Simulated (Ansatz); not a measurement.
# BN (Qingsongite): a point defect seen from the nuclei (Mn on a B site)

How do the nuclei near a point defect see it? The defect is Mn on a B site in BN (Qingsongite) (cell charge +1), first unrelaxed. The cell is a supercell built from an entry of the Crystallography Open Database (COD). Planned: a single point, then a relaxation.

Method: DFT, PBE, plane-wave PAW, default files, scalar-relativistic, in Ansatz 0.2.0.

1 further run of the same task is left out (it didn't finish).

## (1) Starting point

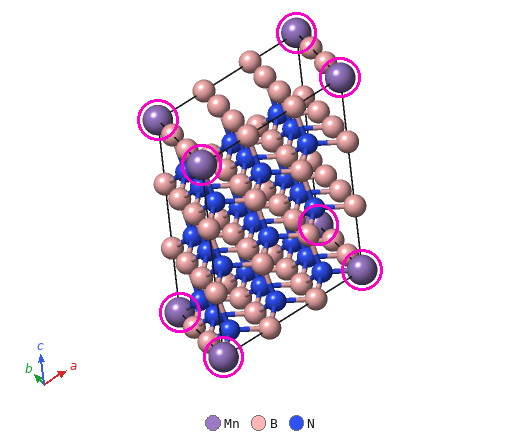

The starting structure, seen slightly off an axis (manganese light purple, boron pink, nitrogen blue). Atoms on the faces are drawn again on the opposite ones. Atom 1 is ringed.

Structure file:

```
CELL_PARAMETERS angstrom
0.00000 5.42250 5.42250
5.42250 0.00000 5.42250
5.42250 5.42250 0.00000
ATOMIC_POSITIONS crystal
Mn 0.00000 0.00000 0.00000
B 0.00000 0.00000 0.33333
B 0.00000 0.00000 0.66667
B 0.00000 0.33333 0.00000
B 0.00000 0.33333 0.33333
B 0.00000 0.33333 0.66667
B 0.00000 0.66667 0.00000
B 0.00000 0.66667 0.33333
B 0.00000 0.66667 0.66667
B 0.33333 0.00000 0.00000
B 0.33333 0.00000 0.33333
B 0.33333 0.00000 0.66667
B 0.33333 0.33333 0.00000
B 0.33333 0.33333 0.33333
B 0.33333 0.33333 0.66667
B 0.33333 0.66667 0.00000
B 0.33333 0.66667 0.33333
B 0.33333 0.66667 0.66667
B 0.66667 0.00000 0.00000
B 0.66667 0.00000 0.33333
B 0.66667 0.00000 0.66667
B 0.66667 0.33333 0.00000
B 0.66667 0.33333 0.33333
B 0.66667 0.33333 0.66667
B 0.66667 0.66667 0.00000
B 0.66667 0.66667 0.33333
B 0.66667 0.66667 0.66667
N 0.08333 0.08333 0.08333
N 0.08333 0.08333 0.41667
N 0.08333 0.08333 0.75000
N 0.08333 0.41667 0.08333
N 0.08333 0.41667 0.41667
N 0.08333 0.41667 0.75000
N 0.08333 0.75000 0.08333
N 0.08333 0.75000 0.41667
N 0.08333 0.75000 0.75000
N 0.41667 0.08333 0.08333
N 0.41667 0.08333 0.41667
N 0.41667 0.08333 0.75000
N 0.41667 0.41667 0.08333
N 0.41667 0.41667 0.41667
N 0.41667 0.41667 0.75000
N 0.41667 0.75000 0.08333
N 0.41667 0.75000 0.41667
N 0.41667 0.75000 0.75000
N 0.75000 0.08333 0.08333
N 0.75000 0.08333 0.41667
N 0.75000 0.08333 0.75000
N 0.75000 0.41667 0.08333
N 0.75000 0.41667 0.41667
N 0.75000 0.41667 0.75000
N 0.75000 0.75000 0.08333
N 0.75000 0.75000 0.41667
N 0.75000 0.75000 0.75000
```

Atom 1 of the input is the impurity.

## (2) Gradients at the starting positions

Input file input.yaml:

```yaml
crystal:
  lattice:
    - [0.0, 5.4225, 5.4225]
    - [5.4225, 0.0, 5.4225]
    - [5.4225, 5.4225, 0.0]
  atoms:
    - { symbol: Mn, position: [0.0, 0.0, 0.0], spin: 3.0 }
    - { symbol: B, position: [0.0, 0.0, 0.3333333333] }
    - { symbol: B, position: [0.0, 0.0, 0.6666666667] }
    - { symbol: B, position: [0.0, 0.3333333333, 0.0] }
    - { symbol: B, position: [0.0, 0.3333333333, 0.3333333333] }
    - { symbol: B, position: [0.0, 0.3333333333, 0.6666666667] }
    - { symbol: B, position: [0.0, 0.6666666667, 0.0] }
    - { symbol: B, position: [0.0, 0.6666666667, 0.3333333333] }
    - { symbol: B, position: [0.0, 0.6666666667, 0.6666666667] }
    - { symbol: B, position: [0.3333333333, 0.0, 0.0] }
    - { symbol: B, position: [0.3333333333, 0.0, 0.3333333333] }
    - { symbol: B, position: [0.3333333333, 0.0, 0.6666666667] }
    - { symbol: B, position: [0.3333333333, 0.3333333333, 0.0] }
    - { symbol: B, position: [0.3333333333, 0.3333333333, 0.3333333333] }
    - { symbol: B, position: [0.3333333333, 0.3333333333, 0.6666666667] }
    - { symbol: B, position: [0.3333333333, 0.6666666667, 0.0] }
    - { symbol: B, position: [0.3333333333, 0.6666666667, 0.3333333333] }
    - { symbol: B, position: [0.3333333333, 0.6666666667, 0.6666666667] }
    - { symbol: B, position: [0.6666666667, 0.0, 0.0] }
    - { symbol: B, position: [0.6666666667, 0.0, 0.3333333333] }
    - { symbol: B, position: [0.6666666667, 0.0, 0.6666666667] }
    - { symbol: B, position: [0.6666666667, 0.3333333333, 0.0] }
    - { symbol: B, position: [0.6666666667, 0.3333333333, 0.3333333333] }
    - { symbol: B, position: [0.6666666667, 0.3333333333, 0.6666666667] }
    - { symbol: B, position: [0.6666666667, 0.6666666667, 0.0] }
    - { symbol: B, position: [0.6666666667, 0.6666666667, 0.3333333333] }
    - { symbol: B, position: [0.6666666667, 0.6666666667, 0.6666666667] }
    - { symbol: "N", position: [0.0833333333, 0.0833333333, 0.0833333333] }
    - { symbol: "N", position: [0.0833333333, 0.0833333333, 0.4166666667] }
    - { symbol: "N", position: [0.0833333333, 0.0833333333, 0.75] }
    - { symbol: "N", position: [0.0833333333, 0.4166666667, 0.0833333333] }
    - { symbol: "N", position: [0.0833333333, 0.4166666667, 0.4166666667] }
    - { symbol: "N", position: [0.0833333333, 0.4166666667, 0.75] }
    - { symbol: "N", position: [0.0833333333, 0.75, 0.0833333333] }
    - { symbol: "N", position: [0.0833333333, 0.75, 0.4166666667] }
    - { symbol: "N", position: [0.0833333333, 0.75, 0.75] }
    - { symbol: "N", position: [0.4166666667, 0.0833333333, 0.0833333333] }
    - { symbol: "N", position: [0.4166666667, 0.0833333333, 0.4166666667] }
    - { symbol: "N", position: [0.4166666667, 0.0833333333, 0.75] }
    - { symbol: "N", position: [0.4166666667, 0.4166666667, 0.0833333333] }
    - { symbol: "N", position: [0.4166666667, 0.4166666667, 0.4166666667] }
    - { symbol: "N", position: [0.4166666667, 0.4166666667, 0.75] }
    - { symbol: "N", position: [0.4166666667, 0.75, 0.0833333333] }
    - { symbol: "N", position: [0.4166666667, 0.75, 0.4166666667] }
    - { symbol: "N", position: [0.4166666667, 0.75, 0.75] }
    - { symbol: "N", position: [0.75, 0.0833333333, 0.0833333333] }
    - { symbol: "N", position: [0.75, 0.0833333333, 0.4166666667] }
    - { symbol: "N", position: [0.75, 0.0833333333, 0.75] }
    - { symbol: "N", position: [0.75, 0.4166666667, 0.0833333333] }
    - { symbol: "N", position: [0.75, 0.4166666667, 0.4166666667] }
    - { symbol: "N", position: [0.75, 0.4166666667, 0.75] }
    - { symbol: "N", position: [0.75, 0.75, 0.0833333333] }
    - { symbol: "N", position: [0.75, 0.75, 0.4166666667] }
    - { symbol: "N", position: [0.75, 0.75, 0.75] }
magnetization:
  spin_polarized: true
total_charge: 1
kpoints:
  mp_grid: { grid: [3, 3, 3] }
scf:
  occupations: { method: fermi_dirac, width: 0.01 }
hamiltonian:
  xc: pbe
  pseudopotentials: { kind: paw }
output:
  forces: true
  stress: true
  populations: true
  efg:
    quadrupole_moments_barn: { Mn: 0.33, B: 0.04059, "N": 0.02044 }
    contact_densities: true
```

Launch:

```console
$ ansatz run input.yaml --threads 1 --pin off --max-ram 3072MiB --backend cpu --events-out ev --progress --plain --runs-dir out
```

The program printed:

```text
Warning: RAYON_NUM_THREADS=1 ignored (pool sized by the plan → 1); use --threads N
Engine: ansatz 0.2.0, aarch64-unknown-linux-gnu
Pseudopotentials: kind: paw
Pseudopotential: Mn, paw, valence charge 15, recommended cutoff 420 eV (normal), Mn.paw.azcp
Pseudopotential: B, paw, valence charge 3, recommended cutoff 420 eV (normal), B.paw.azcp
Pseudopotential: N, paw, valence charge 5, recommended cutoff 420 eV (normal), N.paw.azcp
Functional definition: PBE
  parameter kappa = 0.804
  parameter beta = 0.06672455060314922
  exchange = pbe_x(kappa = kappa, mu = beta*pi^2/3)
  correlation = pbe_c(beta = beta)
Crystal: 54 atoms, lattice volume = 318.881 Å³
Basis set: ecut = 420 eV, 6231 PW (Γ), exchange–correlation on 108×108×108 points (8 copies of the dense FFT grid, shifted against one another)
Bands: 169, of which v1, the nominal top of the filled ones, is band 114 counted from 1 (113 counted from 0)
Symmetry: 24 space group operations
Space group: F-43m (ITA 216), of the structure as read, at distance tolerance 6.8e-5 Å
Magnetic group: BNS 216.74 (UNI 1576), of the structure as read, at distance tolerance 6.8e-5 Å
k-points: 4 of 27 (time reversal used)
Non-local potential: Mn, projectors of the file, l = 0: 3, l = 1: 2, l = 2: 3, l = 3: 1
Non-local potential: B, projectors of the file, l = 0: 2, l = 1: 2, l = 2: 1
Non-local potential: N, projectors of the file, l = 0: 2, l = 1: 2, l = 2: 1
PAW form: soft (Blöchl's): semilocal exchange-correlation on the pseudo side does not see the compensation charge
PAW one-centre angular grid: Mn, 590 points (default); XC on 64 Gauss nodes
PAW one-centre angular grid: B, 110 points (default); XC on 64 Gauss nodes
PAW one-centre angular grid: N, 110 points (default); XC on 64 Gauss nodes
Initial density: superposition of atomic densities (chi_scale 0.1, normalization cell, long waves kept (reshape's long-wave potential 0.28 eV rms))
Starting moments: Σ|m| = 3 μB on 1 of 54 sites
Initial wavefunctions: pseudopotential atomic-orbital guess
Functional: x = pbe(κ = 0.804, μ = 0.2195149727645171), c = pbe(β = 0.06672455060314922)
SCF iter   1: F=—  HF=-18399.348685 eV  |F-HF|=—  |Δ(HF+E_count)|=         —  Δρ=9.32e-2 (↑7.83e-2 ↓9.32e-2)  dr2=6.96e1  dr2_m=3.77e0  M=1.000 μB ∫|m|=1.179 μB  β_m=0.30  ethr=3.10e-3  ⟨swp⟩=5.9  Hψ=5473  notcnv=0  defer=257
Mixer restart at iter 1: flushing history
preconditioner: auto → Resta (q_TF=auto, 2.578 Å⁻¹)  ε∞=4.0  [insulator: Δε(μ)=0.084 eV  Ē_g=17.731 eV  σ=0.010 eV  W_gap=0.57  n_scr=88 (ndim 8)  ℏωp=30.8 eV  f_vac=0.000  D(μ)=21.76/eV (n_scr^D=258)  ε∞_Penn≈4.0]
spin=Collinear: Resta preconditioning applied to the charge; magnetization (m = ρ↑ − ρ↓) channel mixes plain (no charge-response kernel on spin).
SCF iter   2: F=—  HF=-18388.638660 eV  |F-HF|=—  |Δ(HF+E_count)|=    1.07e1  Δρ=6.01e-2 (↑4.95e-2 ↓6.01e-2)  dr2=2.63e1  dr2_m=2.04e0  M=1.000 μB ∫|m|=1.150 μB  β_m=0.53  ethr=3.10e-3  ⟨swp⟩=3.0  Hψ=2560  notcnv=0  defer=390
[... 7 lines left out ...]
SCF iter  10: F=—  HF=-18387.111131 eV  |F-HF|=—  |Δ(HF+E_count)|=   1.01e-6  Δρ=6.24e-6 (↑6.24e-6 ↓6.11e-6)  dr2=3.92e-7  dr2_m=1.13e-9  M=1.000 μB ∫|m|=1.077 μB  β_m=0.78  ethr=6.00e-9  ⟨swp⟩=2.0  Hψ=2262  notcnv=0  defer=390
SCF iter  11: F=—  HF=-18387.111131 eV  |F-HF|=—  |Δ(HF+E_count)|=   1.06e-7  Δρ=1.62e-6 (↑1.34e-6 ↓1.62e-6)  dr2=2.13e-8  dr2_m=9.06e-11  M=1.000 μB ∫|m|=1.077 μB  β_m=0.86  ethr=1.72e-10  ⟨swp⟩=2.0  Hψ=2105  notcnv=0  defer=390
SCF iter  12: F=-18387.111131 eV  HF=-18387.111131 eV  |F-HF|=8.91e-10  |Δ(HF+E_count)|=   5.81e-9  Δρ=4.04e-7 (↑3.59e-7 ↓4.04e-7)  dr2=1.57e-9  dr2_m=3.26e-12  M=1.000 μB ∫|m|=1.077 μB  ethr=9.38e-12  ⟨swp⟩=14.2  Hψ=8312  notcnv=0
SCF 1 converged in 12 iterations: F = -18387.111131 eV  dr2 = 1.57e-9
SCF converged after 12 iterations
Magnetization: 1.0000 μB (114.0000 up, 113.0000 down)
Absolute magnetization: 1.0779 μB (∫|ρ↑−ρ↓|, with the PAW one-centre terms)
Spin contamination: 0.0037 ħ² per cell (⟨S²⟩ above its minimum at these occupations)
[... 94 lines left out ...]
  atom  36  N  V_zz =    -0.307794   η = 0.4387   by run symmetry: allowed   C_q = -0.1521 MHz
            electrostatic potential = -518.393766 V   contact ρ = 1411.242707 e/Å³   contact ρ_s (e/Å³): all electrons +0.002284, valence +0.002455
  atom  37  N  V_zz =    +0.717350   η = 0.3995   by run symmetry: allowed   C_q = +0.3545 MHz
            electrostatic potential = -518.328653 V   contact ρ = 1411.299355 e/Å³   contact ρ_s (e/Å³): all electrons +0.004496, valence +0.006911
  atom  38  N  V_zz =    +0.717350   η = 0.3995   by run symmetry: allowed   C_q = +0.3545 MHz
            electrostatic potential = -518.328653 V   contact ρ = 1411.299355 e/Å³   contact ρ_s (e/Å³): all electrons +0.004496, valence +0.006911
  atom  39  N  V_zz =    -0.307794   η = 0.4387   by run symmetry: allowed   C_q = -0.1521 MHz
            electrostatic potential = -518.393766 V   contact ρ = 1411.242707 e/Å³   contact ρ_s (e/Å³): all electrons +0.002284, valence +0.002455
  atom  40  N  V_zz =    +0.717350   η = 0.3995   by run symmetry: allowed   C_q = +0.3545 MHz
            electrostatic potential = -518.328653 V   contact ρ = 1411.299355 e/Å³   contact ρ_s (e/Å³): all electrons +0.004496, valence +0.006911
  atom  41  N  V_zz =    -0.021070   η = 0.0000   by run symmetry: allowed   C_q = -0.0104 MHz
            electrostatic potential = -518.591498 V   contact ρ = 1411.179815 e/Å³   contact ρ_s (e/Å³): all electrons -0.000655, valence -0.000773
  atom  42  N  V_zz =    -0.021070   η = 0.0000   by run symmetry: allowed   C_q = -0.0104 MHz
            electrostatic potential = -518.591498 V   contact ρ = 1411.179815 e/Å³   contact ρ_s (e/Å³): all electrons -0.000655, valence -0.000773
  atom  43  N  V_zz =    -0.307794   η = 0.4387   by run symmetry: allowed   C_q = -0.1521 MHz
            electrostatic potential = -518.393766 V   contact ρ = 1411.242707 e/Å³   contact ρ_s (e/Å³): all electrons +0.002284, valence +0.002455
  atom  44  N  V_zz =    -0.021070   η = 0.0000   by run symmetry: allowed   C_q = -0.0104 MHz
            electrostatic potential = -518.591498 V   contact ρ = 1411.179815 e/Å³   contact ρ_s (e/Å³): all electrons -0.000655, valence -0.000773
  atom  45  N  V_zz =    -0.307794   η = 0.4387   by run symmetry: allowed   C_q = -0.1521 MHz
            electrostatic potential = -518.393766 V   contact ρ = 1411.242707 e/Å³   contact ρ_s (e/Å³): all electrons +0.002284, valence +0.002455
  atom  46  N  V_zz =    -1.085283   η = 0.0000   by run symmetry: allowed   C_q = -0.5364 MHz
            electrostatic potential = -518.053628 V   contact ρ = 1413.003602 e/Å³   contact ρ_s (e/Å³): all electrons -0.095916, valence -0.089487
  atom  47  N  V_zz =    -0.307794   η = 0.4387   by run symmetry: allowed   C_q = -0.1521 MHz
            electrostatic potential = -518.393766 V   contact ρ = 1411.242707 e/Å³   contact ρ_s (e/Å³): all electrons +0.002284, valence +0.002455
  atom  48  N  V_zz =    -0.307794   η = 0.4387   by run symmetry: allowed   C_q = -0.1521 MHz
            electrostatic potential = -518.393766 V   contact ρ = 1411.242707 e/Å³   contact ρ_s (e/Å³): all electrons +0.002284, valence +0.002455
  atom  49  N  V_zz =    -0.307794   η = 0.4387   by run symmetry: allowed   C_q = -0.1521 MHz
            electrostatic potential = -518.393766 V   contact ρ = 1411.242707 e/Å³   contact ρ_s (e/Å³): all electrons +0.002284, valence +0.002455
  atom  50  N  V_zz =    -0.021070   η = 0.0000   by run symmetry: allowed   C_q = -0.0104 MHz
            electrostatic potential = -518.591498 V   contact ρ = 1411.179815 e/Å³   contact ρ_s (e/Å³): all electrons -0.000655, valence -0.000773
  atom  51  N  V_zz =    -0.307794   η = 0.4387   by run symmetry: allowed   C_q = -0.1521 MHz
            electrostatic potential = -518.393766 V   contact ρ = 1411.242707 e/Å³   contact ρ_s (e/Å³): all electrons +0.002284, valence +0.002455
  atom  52  N  V_zz =    -0.307794   η = 0.4387   by run symmetry: allowed   C_q = -0.1521 MHz
            electrostatic potential = -518.393766 V   contact ρ = 1411.242707 e/Å³   contact ρ_s (e/Å³): all electrons +0.002284, valence +0.002455
  atom  53  N  V_zz =    -0.307794   η = 0.4387   by run symmetry: allowed   C_q = -0.1521 MHz
            electrostatic potential = -518.393766 V   contact ρ = 1411.242707 e/Å³   contact ρ_s (e/Å³): all electrons +0.002284, valence +0.002455
  atom  54  N  V_zz =    +0.000000   η = 0.0000   by run symmetry: forbidden   C_q = +0.0000 MHz
            electrostatic potential = -518.538811 V   contact ρ = 1411.176690 e/Å³   contact ρ_s (e/Å³): all electrons -0.001168, valence -0.001315
--- Band table (eV; the first three rows and the last of 8) ---
[... 4 lines left out ...]
--- Löwdin populations: 54 sites ---
  site symbol       q [e]    m [muB]
[... 54 lines left out ...]
  spilling = 0.003473 (of n_electrons = 227.000000)
```

It took 2.2 min on 1 thread of Arm Neoverse V1, shared host; peak memory 0.96 GiB.

At the end: no gap over 0.1 eV on the mesh, largest force 10.540 eV/Å, pressure 20.4 GPa, net moment 1.00 μB.

Site by site (atoms counted from 1):

```csv
site,atoms,distance from the defect (Å),V_zz (10²¹ V/m²),η,C_Q (MHz),m (μB),A_iso (MHz)
Mn,1,0.00,0.00,–,0 (⁵⁵Mn),0.61,-84.0 (⁵⁵Mn)
N28,"28, 30, 34, 46",1.57,-1.09,0.00,-0.536 (¹⁴N),0.00,-4.6 (¹⁴N)
B2,"2, 3, 4, 6, …",2.56,0.33,0.07,0.324 (¹¹B),0.01,11.3 (¹¹B)
N33,"33, 35, 36, 39, …",3.00,-0.31,0.44,-0.152 (¹⁴N),0.00,0.1 (¹⁴N)
B15,"15, 17, 18, 23, …",3.61,-0.060,0.82,-0.058 (¹¹B),0.00,0.2 (¹¹B)
N29,"29, 31, 32, 37, …",3.94,0.72,0.40,0.355 (¹⁴N),0.00,0.2 (¹⁴N)
B5,"5, 11, 13, 14",4.43,-0.064,0.00,-0.063 (¹¹B),0.00,0.1 (¹¹B)
B9,"9, 21, 25, 27",4.43,-0.063,0.00,-0.062 (¹¹B),0.00,0.6 (¹¹B)
N41,"41, 42, 44, 50",4.70,-0.021,0.00,-0.010 (¹⁴N),0.00,0.0 (¹⁴N)
N54,54,4.70,0.00,–,0 (¹⁴N),0.00,-0.1 (¹⁴N)
```

V_zz is the principal component of the electric field gradient with the largest magnitude, η = (V_xx − V_yy)/V_zz and C_Q = eQV_zz/h. Nuclear quadrupole moments: year-2017 set (Pyykkö).

A_iso = (2μ₀/3) g_e μB g_N μN ρ_s(0)/(2S h), from the all-electron spin density at the nucleus.

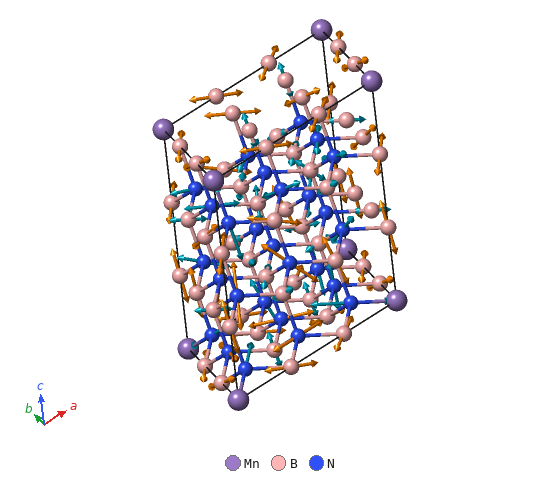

Principal axis of V_zz at each atom with a gradient: orange where V_zz is positive, teal where negative; longer for larger size.

(Part 1 of 2 ends here.)
